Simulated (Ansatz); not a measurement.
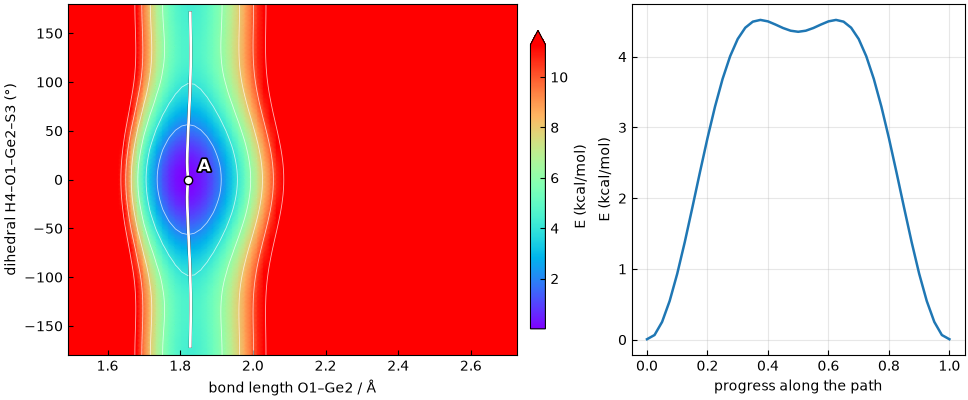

GeH₃OS, SMILES [OH][GeH2][S-], charge −1. The first coordinate is: bond length O1–Ge2; the second: dihedral H4–O1–Ge2–S3. Nothing is relaxed (all other coordinates rigid). The scan uses a 15 × 15 grid; 120 points were computed and 105 follow by symmetry. Points are written as (first, second). Energies are in kcal/mol, from the relaxed molecule at the same level. The reference is spin-restricted, which grows unreliable where a bond is stretched far. Level of theory: RHF/def2-SVPD (Ansatz).

The picture shows a smooth colour map with a few white contour lines, a line along the lowest path, one colour for all values above the top of the scale, the energy along the path at the right, the start A. Between grid points the surface is interpolated.

Describe the path and its barrier.

Answer. The easiest path leads from the well at about (1.82 Å, 0°) to its copy one period on. Its highest point lies about 4.5 kcal/mol above the bottom of the first well on the interpolated surface, at (1.844 Å, 132°). The start is the relaxed structure and all else is held, so a fully relaxed path at this level can only be lower. On the way the path dips through a shallower well, about 0.17 kcal/mol deep.
